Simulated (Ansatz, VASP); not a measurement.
# MgS (Niningerite) in two plane-wave programs

Aim: how closely do two programs agree when they are given the same cell, functional and k mesh? The cell is taken from a series of VASP runs on this material, whose earlier steps may have relaxed, scaled or displaced it; both programs get it as it stands. Other levels of theory on this material are compared in a session of their own. Valence electrons are named where the data sets of a main pair hold unlike numbers.

Method: plane waves, with VASP 6.6.1 beside it; band structure at PBE, in Ansatz 0.2.0.

## (1) Set-up

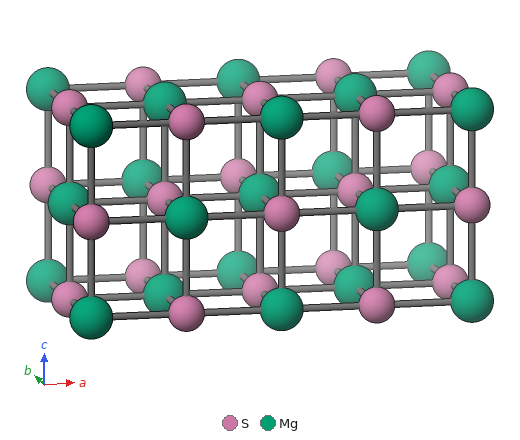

The cell as given, slightly off an axis (sulfur pink, magnesium teal). 2×1×1 cells are drawn. This picture shows the conventional cell, with its axes. Some periodic images of atoms are drawn too.

Coordinates:

```cif
data_structure
_symmetry_space_group_name_H-M 'Fm-3m'
_symmetry_Int_Tables_number 225
_cell_length_a 5.2033
_cell_length_b 5.2033
_cell_length_c 5.2033
_cell_angle_alpha 90.000
_cell_angle_beta 90.000
_cell_angle_gamma 90.000
_cell_volume 140.88
loop_
_atom_site_label
_atom_site_type_symbol
_atom_site_symmetry_multiplicity
_atom_site_Wyckoff_symbol
_atom_site_fract_x
_atom_site_fract_y
_atom_site_fract_z
_atom_site_occupancy
S1 S 4 b 0.50000 0.00000 0.00000 1
Mg1 Mg 4 a 0.00000 0.00000 0.00000 1
```

## (2) VASP: band structure, PBE

Levels along a path test the potential and the projectors away from the mesh points.

Lines of VASP's logs that name or quote its potential files are left out, and so is its time.

INCAR

```
SYSTEM = MgS
PREC = Accurate
ENCUT = 350
EDIFF = 1E-06
NELM = 100
ISMEAR = 0
SIGMA = 0.03
LREAL = .FALSE.
ALGO = Normal
GGA = PE
NBANDS = 16
LORBIT = 11
LWAVE = .FALSE.
LCHARG = .FALSE.
KPAR = 4
LASPH = .TRUE.
```

POSCAR

```
MgS
1.0
    0.0000000000      2.6016500000      2.6016500000
    2.6016500000      0.0000000000      2.6016500000
    2.6016500000      2.6016500000      0.0000000000
S Mg
1 1
Direct
    0.5000000000      0.5000000000      0.5000000000
    0.0000000000      0.0000000000      0.0000000000
```

KPOINTS

```
Automatic mesh
0
Gamma
8 8 8
0 0 0
```

KPOINTS_OPT

```
Line mode
10
Line-mode
Reciprocal
  0.00000000   0.00000000   0.00000000 GAMMA
  0.50000000   0.00000000   0.50000000 X

  0.50000000   0.00000000   0.50000000 X
  0.50000000   0.25000000   0.75000000 W

  0.50000000   0.25000000   0.75000000 W
  0.37500000   0.37500000   0.75000000 K

  0.37500000   0.37500000   0.75000000 K
  0.00000000   0.00000000   0.00000000 GAMMA

  0.00000000   0.00000000   0.00000000 GAMMA
  0.50000000   0.50000000   0.50000000 L

  0.50000000   0.50000000   0.50000000 L
  0.62500000   0.25000000   0.62500000 U

  0.62500000   0.25000000   0.62500000 U
  0.50000000   0.25000000   0.75000000 W

  0.50000000   0.25000000   0.75000000 W
  0.50000000   0.50000000   0.50000000 L

  0.50000000   0.50000000   0.50000000 L
  0.37500000   0.37500000   0.75000000 K

  0.62500000   0.25000000   0.62500000 U
  0.50000000   0.00000000   0.50000000 X
```

The projector-augmented-wave data sets are S and Mg (PBE family, release 64).

The run is started by

```console
> mpirun -np 4 vasp_std
```

Numbers of over 12 decimals in the logs are rounded to 6 here.

The log of the run:

```text
[banner, memory and clock lines left out]
running    4 mpi-ranks, on    1 nodes
 distrk:  each k-point on    1 cores,    4 groups
 distr:  one band on    1 cores,    1 groups

 POSCAR found type information on POSCAR S Mg
 POSCAR found :  2 types and       2 ions
 LDA part: xc-table for (Slater+PW92), standard interpolation
 POSCAR, INCAR and KPOINTS ok, starting setup
 FFT: planning ... GRIDC
 FFT: planning ... GRID_SOFT
 FFT: planning ... GRID
 WAVECAR not read
 entering main loop
       N       E                     dE             d eps       ncg     rms          rms(c)
DAV:   1     0.129672174337E+02    0.12967E+02   -0.25789E+03  1016   0.284E+02
DAV:   2    -0.819841583401E+01   -0.21166E+02   -0.20382E+02  1256   0.712E+01
DAV:   3    -0.890320605816E+01   -0.70479E+00   -0.70417E+00  1136   0.120E+01
DAV:   4    -0.890639435763E+01   -0.31883E-02   -0.31882E-02  1256   0.946E-01
DAV:   5    -0.890641993953E+01   -0.25582E-04   -0.25582E-04  1096   0.804E-02    0.440E+00
DAV:   6    -0.854098593113E+01    0.36543E+00   -0.60094E-01  1112   0.240E+00    0.342E+00
DAV:   7    -0.850151810889E+01    0.39468E-01   -0.18140E-01  1184   0.147E+00    0.228E+00
DAV:   8    -0.850181987627E+01   -0.30177E-03   -0.15667E-02  1040   0.536E-01    0.116E+00
DAV:   9    -0.850140545013E+01    0.41443E-03   -0.10794E-03  1112   0.134E-01    0.391E-01
DAV:  10    -0.850141195654E+01   -0.65064E-05   -0.22613E-04  1192   0.549E-02    0.567E-02
DAV:  11    -0.850141036545E+01    0.15911E-05   -0.13847E-05  1096   0.142E-02    0.163E-02
DAV:  12    -0.850141046438E+01   -0.98925E-07   -0.47257E-07   880   0.320E-03
   1 F= -.85014105E+01 E0= -.85014105E+01  d E =-.976916E-23
 Start KPOINTS_OPT (optional k-point list driver)
k-point batch [1-29\100]
       N       E                     dE             ncg
DAV:   1     0.397416024221E+03   -0.57425E+04      992
DAV:   2    -0.171553948857E+03   -0.56897E+03     1256
DAV:   3    -0.190611128796E+03   -0.19057E+02     1144
DAV:   4    -0.190698729524E+03   -0.87601E-01     1176
DAV:   5    -0.190699450499E+03   -0.72098E-03     1160
DAV:   6    -0.190699457950E+03   -0.74512E-05     1192
DAV:   7    -0.190699458035E+03   -0.85002E-07      952
[...]
k-point batch [88-100\100]
       N       E                     dE             ncg
DAV:   1     0.397649165309E+04   -0.32429E+04      440
DAV:   2     0.370913383709E+04   -0.26736E+03      560
DAV:   3     0.370100902793E+04   -0.81248E+01      496
DAV:   4     0.370097180924E+04   -0.37219E-01      536
DAV:   5     0.370097148617E+04   -0.32307E-03      488
DAV:   6     0.370097148268E+04   -0.34914E-05      576
DAV:   7     0.370097148264E+04   -0.37483E-07      392
```

Parts of OUTCAR (step 2):

```text
ion  position               nearest neighbor table
   1  0.500  0.500  0.500-   2 2.60   2 2.60   2 2.60   2 2.60   2 2.60   2 2.60
   2  0.000  0.000  0.000-   1 2.60   1 2.60   1 2.60   1 2.60   1 2.60   1 2.60

  LATTYP: Found a face centered cubic cell.
 ALAT       =     5.2033000000

 Subroutine GETGRP returns: Found 48 space group operations
 (whereof 48 operations were pure point group operations)

The static configuration has the point symmetry O_h .

 Found     29 irreducible k-points:

   k-points           NKPTS =     29   k-points in BZ     NKDIM =     29   number of bands    NBANDS=     16

   dimension x,y,z NGX =    24 NGY =   24 NGZ =   24
   dimension x,y,z NGXF=    48 NGYF=   48 NGZF=   48

   ENCUT  =  350.0 eV  25.72 Ry    5.07 a.u.   5.61  5.61  5.61*2*pi/ulx,y,z

   NELECT =       8.0000    total number of electrons

 k-points in reciprocal lattice and weights: Automatic mesh
   0.00000000  0.00000000  0.00000000       0.002
   0.12500000  0.00000000  0.00000000       0.016
   0.25000000  0.00000000  0.00000000       0.016
   0.37500000  0.00000000  0.00000000       0.016
   0.50000000  0.00000000  0.00000000       0.008
   0.12500000  0.12500000  0.00000000       0.012
   0.25000000  0.12500000  0.00000000       0.047
   0.37500000  0.12500000  0.00000000       0.047
   0.50000000  0.12500000  0.00000000       0.047
[...]
-0.37500000  0.50000000  0.12500000       0.023
  -0.25000000  0.50000000  0.25000000       0.012

 average (electrostatic) potential at core
       1 -86.1287       2 -36.8951

 E-fermi :   3.9245

 k-point     1 :       0.0000    0.0000    0.0000
  band No.  band energies     occupation
      1      -8.9412      2.00000
      2       3.7261      2.00000
      3       3.7261      2.00000
      4       3.7261      2.00000
      5       7.4359      0.00000
      6      11.6814      0.00000
      7      11.6814      0.00000
      8      11.6814      0.00000
      9      14.0791      0.00000
    ...

 k-point     2 :       0.1250    0.0000    0.0000
  band No.  band energies     occupation
      1      -8.7902      2.00000
      2       2.6785      2.00000
      3       3.6251      2.00000
      4       3.6251      2.00000
      5       8.2378      0.00000
      6      11.3640      0.00000
      7      11.9290      0.00000
      8      11.9290      0.00000
      9      13.4431      0.00000
    ...

 k-point     3 :       0.2500    0.0000    0.0000
  band No.  band energies     occupation
      1      -8.3818      2.00000
      2       0.9196      2.00000
      3       3.4049      2.00000
      4       3.4049      2.00000
      5       8.6862      0.00000
      6      11.5479      0.00000
      7      11.5479      0.00000
      8      12.0296      0.00000
      9      14.0201      0.00000
    ...

  Total        0.1957547      0.1957547      0.1957547     -0.0000000     -0.0000000     -0.0000000
  in kB        8.9052506      8.9052506      8.9052506     -0.0000000     -0.0000000     -0.0000000
  external PRESSURE =       8.9052506 kB  Pullay stress =       0.0000000 kB

  energy-cutoff  :      350.00
  volume of cell :       35.22
      direct lattice vectors                 reciprocal lattice vectors
     0.000000000  2.601650000  2.601650000    -0.192185728  0.192185728  0.192185728
     2.601650000  0.000000000  2.601650000     0.192185728 -0.192185728  0.192185728
     2.601650000  2.601650000  0.000000000     0.192185728  0.192185728 -0.192185728

 POSITION                                       TOTAL-FORCE (eV/Angst)
 -----------------------------------------------------------------------------------
      2.60165      2.60165      2.60165         0.000000      0.000000      0.000000
      0.00000      0.00000      0.00000        -0.000000     -0.000000     -0.000000
 -----------------------------------------------------------------------------------
    total drift:                               -0.000000     -0.000000      0.000000

  FREE ENERGIE OF THE ION-ELECTRON SYSTEM (eV)
  ---------------------------------------------------
  free  energy   TOTEN  =        -8.5014104644 eV

  energy  without entropy=       -8.5014104644  energy(sigma->0) =       -8.50141046

 total charge
# of ion       s       p       d       tot
------------------------------------------
    1        1.314   2.502   0.000   3.815
    2        0.137   0.128   0.040   0.304
--------------------------------------------------
tot          1.450   2.629   0.040   4.119

[... 3 further parts left out ...]
```

The run ends at a pressure of 0.89 GPa.

## (3) Ansatz: band structure, PBE

Ansatz runs on its default PAW (the set named soft_2) files.

The same cell, functional, mesh and smearing now go to Ansatz, which takes its cutoff from its data sets.

input.yaml

```yaml
crystal:
  lattice:
    - [0.0, 2.60165, 2.60165]
    - [2.60165, 0.0, 2.60165]
    - [2.60165, 2.60165, 0.0]
  atoms:
    - { symbol: S, position: [0.5, 0.5, 0.5] }
    - { symbol: Mg, position: [0.0, 0.0, 0.0] }
hamiltonian:
  xc: pbe
  pseudopotentials: { kind: paw }
kpoints:
  mp_grid: { grid: [8, 8, 8] }
  band_path:
    path:
      - [0.0, 0.0, 0.0]
      - [0.16667, 0.0, 0.16667]
      - [0.33333, 0.0, 0.33333]
      - [0.5, 0.0, 0.5]
      - [0.5, 0.08333, 0.58333]
      - [0.5, 0.19444, 0.69444]
      - [0.5, 0.25, 0.75]
      - [0.45833, 0.29167, 0.75]
      - [0.40278, 0.34722, 0.75]
      - [0.375, 0.375, 0.75]
      - [0.20833, 0.20833, 0.41667]
      - [0.08333, 0.08333, 0.16667]
      - [0.0, 0.0, 0.0]
      - [0.22222, 0.22222, 0.22222]
      - [0.38889, 0.38889, 0.38889]
      - [0.51389, 0.47222, 0.51389]
      - [0.55556, 0.38889, 0.55556]
      - [0.61111, 0.27778, 0.61111]
      - [0.61111, 0.25, 0.63889]
      - [0.56944, 0.25, 0.68056]
      - [0.51389, 0.25, 0.73611]
      - [0.5, 0.27778, 0.72222]
      - [0.5, 0.38889, 0.61111]
      - [0.5, 0.47222, 0.52778]
      - [0.48611, 0.48611, 0.52778]
      - [0.43056, 0.43056, 0.63889]
      - [0.38889, 0.38889, 0.72222]
      - [0.59722, 0.19444, 0.59722]
      - [0.55556, 0.11111, 0.55556]
      - [0.5, 0.0, 0.5]
    npoints: 1
scf:
  occupations: { method: gaussian, width: 0.03 }
  n_extra_bands: 7
output:
  forces: true
  stress: true
  eigenvalues: true
  write_density: true
  write_potential: true
  elf: true
  volumetric_format: npy
```

The run is started by

```console
> ansatz run input.yaml --threads 2 --pin off --max-ram 4608MiB --backend cpu --events-out ev --progress --plain --runs-dir out
```

The log of the run:

```text
scf.n_extra_bands = 7 over 8 filled bands (N_el = 16.0): the run solves 15 bands
Engine: ansatz 0.2.0, aarch64-unknown-linux-gnu
Pseudopotentials: kind: paw
Pseudopotential: S, paw, valence charge 6, recommended cutoff 420 eV (normal), S.paw.azcp
Pseudopotential: Mg, paw, valence charge 10, recommended cutoff 420 eV (normal), Mg.paw.azcp
Functional definition: PBE
  parameter kappa = 0.804
  parameter beta = 0.066725
  exchange = pbe_x(kappa = kappa, mu = beta*pi^2/3)
  correlation = pbe_c(beta = beta)
Crystal: 2 atoms, lattice volume = 35.219 Å³
Basis set: ecut = 420 eV, 701 PW (Γ), exchange–correlation on 50×50×50 points (8 copies of the dense FFT grid, shifted against one another)
Bands: 15, of which v1, the nominal top of the filled ones, is band 8 counted from 1 (7 counted from 0)
Symmetry: 48 space group operations
Space group: Fm-3m (ITA 225), of the structure as read, at distance tolerance 3.3e-5 Å
k-points: 29 of 512
Non-local potential: S, projectors of the file, l = 0: 2, l = 1: 2, l = 2: 2
Non-local potential: Mg, projectors of the file, l = 0: 3, l = 1: 2, l = 2: 1
PAW form: soft (Blöchl's): semilocal exchange-correlation on the pseudo side does not see the compensation charge
PAW one-centre angular grid: S, 110 points (default); XC on 64 Gauss nodes
PAW one-centre angular grid: Mg, 110 points (default); XC on 64 Gauss nodes
Initial density: superposition of atomic densities (neutral atoms: chi_scale 0, normalization atom), corrected by the library's trained network
Initial wavefunctions: pseudopotential atomic-orbital guess
Functional: x = pbe(κ = 0.804, μ = 0.219515), c = pbe(β = 0.066725)
SCF iter   1: F=—  HF=-2828.746845 eV  |F-HF|=—  |Δ(HF+E_count)|=         —  Δρ=4.54e-4  dr2=6.90e-5  ethr=1.77e-3  ⟨swp⟩=7.0  Hψ=2501  notcnv=0  defer=6
preconditioner: auto → none  [insulator: Δε(μ)=2.782 eV  Ē_g=14.289 eV  σ=0.030 eV  W_gap=1.00  n_scr=8 (ndim 8)  ℏωp=17.7 eV  f_vac=0.000  D(μ)=0.00/eV (n_scr^D=0)  ε∞_Penn≈2.5]
SCF iter   2: F=—  HF=-2828.746797 eV  |F-HF|=—  |Δ(HF+E_count)|=   4.82e-5  Δρ=2.57e-4  dr2=2.17e-5  ethr=4.31e-7  ⟨swp⟩=3.4  Hψ=1023  notcnv=0  defer=42
SCF iter   3: F=—  HF=-2828.746829 eV  |F-HF|=—  |Δ(HF+E_count)|=   3.17e-5  Δρ=1.44e-4  dr2=9.11e-6  ethr=1.36e-7  ⟨swp⟩=2.0  Hψ=494  notcnv=0  defer=42
SCF iter   4: F=—  HF=-2828.746825 eV  |F-HF|=—  |Δ(HF+E_count)|=   3.99e-6  Δρ=3.58e-5  dr2=3.47e-7  ethr=5.69e-8  ⟨swp⟩=2.1  Hψ=467  notcnv=0  defer=42
iter 5 did not close the SCF: its close was put off for the readings that it lacked (scf_convergence_deferred on its scf_iter line)
SCF iter   5: F=-2828.746825 eV  HF=-2828.746825 eV  |F-HF|=2.49e-8  |Δ(HF+E_count)|=   1.53e-7  Δρ=8.79e-6  dr2=3.70e-8  ethr=2.17e-9  ⟨swp⟩=2.4  Hψ=625  notcnv=0  defer=42
SCF iter   6: F=-2828.746825 eV  HF=-2828.746825 eV  |F-HF|=1.03e-9  |Δ(HF+E_count)|=   1.13e-8  Δρ=1.77e-6  dr2=1.63e-9  ethr=2.31e-10  ⟨swp⟩=8.7  Hψ=2401  notcnv=0
SCF 1 converged in 6 iterations: F = -2828.746825 eV  dr2 = 1.63e-9
  greatest PAW one-centre occupation: 1.000 electrons in one spin orbital (limit 2), on the Mg atom at site 1 (counted from 0), in its partial waves of l = 0
NSCF: frozen V_eff on 30 k-points
SCF converged after 6 iterations
Free energy (F): -2828.746825 eV
Harris-Foulkes:  -2828.746825 eV  (|F-HF|=1.03e-9)
Internal energy: -2828.746825 eV  (E = F + TS)
E sigma→0 (E₀):  -2828.746825 eV
Fermi energy:    7.783963 eV
--- Per-component energies (eV) ---
  E_band       = -331.813489
  E_kinetic    = 185.286741
  E_local      = -1665.925022  (includes V_loc(G=0)·N_el)
  E_nonlocal   = 123.410654
  E_hartree    = 593.042823
  E_xc         = -127.745183
  E_vxc        = -127.036793  (∫ρ·V_xc dr)
  E_paw        = -893.076816  (= ΣΔE_a)
  E_vpaw       = -33.635055  (= ΣTr[D̂ρ^β])
  E_aug_tail   = -0.000002  (compensation charges beyond the density's cutoff)
  E_ewald      = -1043.740020
  E_smearing   = -0.000000  (= −TS)
  E_closure    = -0.000000  (closes the sum)
  Σ components = -2828.746825   (vs F -2828.746825, Δ=0.00e0)
--- Forces (eV/Å), atoms counted from 1 ---
  atom   1  S      0.00000000     0.00000000     0.00000000
  atom   2  Mg    -0.00000000     0.00000000     0.00000000
  max |Σ_I F_I| component: 2.63e-30 eV/Å
--- Stress (GPa, compression-positive) ---
        1.163283       0.000000      -0.000000
       -0.000000       1.163283       0.000000
       -0.000000       0.000000       1.163283
  P = ⅓ Tr σ = 1.1633 GPa (11.633 kbar)
--- Band table (eV; the first three rows and the last of 29) ---
  k-point 0: bands = [... 4 lower, -6.2768, 6.3890, 6.3890, 6.3890, 10.1111, 14.3054, 14.3054, 14.3054, ... 3 higher]
  k-point 1: bands = [... 4 lower, -6.1248, 5.3436, 6.2880, 6.2880, 10.9108, 13.9983, 14.5521, 14.5521, ... 3 higher]
  k-point 2: bands = [... 4 lower, -5.7140, 3.5864, 6.0677, 6.0677, 11.3516, 14.1826, 14.1826, 14.6806, ... 3 higher]
  k-point 28: bands = [... 4 lower, -4.5543, 3.1696, 3.1696, 4.0362, 11.6416, 14.3212, 14.3212, 14.4498, ... 3 higher]
```

Elapsed: 0.95 s, on 2 threads of Arm Neoverse V1, shared host; peak memory 0.27 GiB.

In the SCF lines HF is the Harris–Foulkes energy and dr2 the Hartree energy of the density residual, in eV; the loop may stop once dr2 is under the threshold and the program's other checks hold. Hψ counts applications of the Hamiltonian.

## (4) Differences

Known differences besides the potentials themselves: the data sets hold 16 valence electrons in Ansatz (on its default PAW (the set named soft_2) files) and 8 in VASP; the cutoff is 420 eV in Ansatz and 350 eV in VASP. Total energies have different zeros and are not compared.

The two programs side by side:

| quantity | Ansatz | VASP | difference |
| --- | --- | --- | --- |
| pressure (GPa) | 1.16 | 0.89 | +0.27 |
| gap over the path points (eV) | 2.790 | 2.776 | +0.014 |

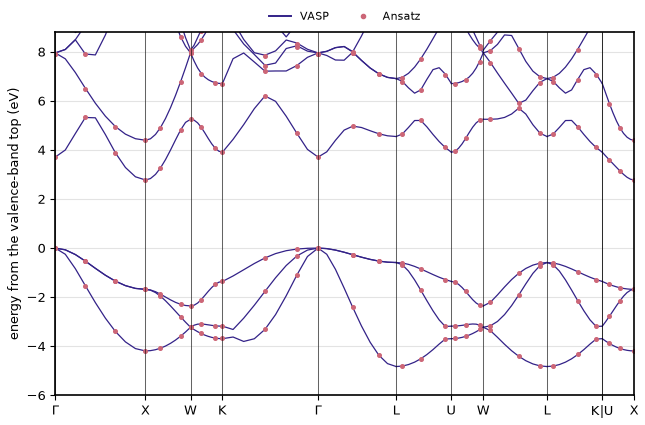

Bands from VASP (lines) and levels from Ansatz (dots). Dots without a line are higher empty bands that the VASP plot leaves out.

Levels at points of the path, from each program's valence-band top (eV; 3 filled, then empty):

| k (reciprocal lattice) | Ansatz | VASP |
| --- | --- | --- |
| 0.000 0.000 0.000 | 0.00 0.00 0.00 3.72 7.92 7.92 | 0.00 0.00 0.00 3.71 7.96 7.96 |
| 0.167 0.000 0.167 | -1.53 -0.53 -0.53 5.33 6.49 7.89 | -1.53 -0.53 -0.53 5.32 6.52 7.91 |
| 0.333 0.000 0.333 | -3.40 -1.34 -1.34 3.89 4.94 9.74 | -3.40 -1.35 -1.35 3.88 4.95 9.74 |
| 0.500 0.000 0.500 | -4.18 -1.68 -1.68 2.79 4.39 12.01 | -4.19 -1.68 -1.68 2.78 4.40 12.00 |
| 0.500 0.083 0.583 | -4.07 -1.96 -1.88 3.28 4.90 11.05 | -4.08 -1.96 -1.88 3.27 4.91 11.10 |
| 0.500 0.194 0.694 | -3.59 -2.79 -2.29 4.81 6.75 8.61 | -3.60 -2.80 -2.29 4.81 6.77 8.62 |
| 0.500 0.250 0.750 | -3.22 -3.22 -2.35 5.25 7.93 7.93 | -3.23 -3.23 -2.36 5.25 7.96 7.96 |
| 0.458 0.292 0.750 | -3.47 -3.09 -2.10 4.93 7.11 8.47 | -3.48 -3.09 -2.10 4.93 7.13 8.49 |
| 0.403 0.347 0.750 | -3.66 -3.16 -1.47 4.07 6.72 9.43 | -3.67 -3.17 -1.48 4.07 6.74 9.46 |
| 0.375 0.375 0.750 | -3.68 -3.18 -1.36 3.91 6.69 9.66 | -3.69 -3.18 -1.36 3.91 6.71 9.70 |

Among the levels compared at these points, filled levels agree within 10 meV and empty ones within 68 meV.

## (5) Results

- largest difference of a filled level at the path points (band structure, PBE): 10 meV

**Reading.** The largest difference of a filled level at the path points is 10 meV (band structure, PBE), within the 80 meV picked in this series as the mark of a large difference. The data sets hold unlike numbers of valence electrons (16 in Ansatz and 8 in VASP), so part of the differences comes from the potentials. 5 further runs of this series are not shown here. How closely two codes agree says nothing of how well the functional describes the real material.

[Lines on the potential files, build, host, timing and source positions are cut from VASP's logs without a mark.]

[Logs are printed without paths, hosts, clocks, repeated set-up lines and the standing remarks that a program may print on its own settings, such as how far it seeks lower states.]

[Hosts, paths, dates, database ids (printed as entryN), source tags and the programs' standing remarks are cut or masked in the printed files.]
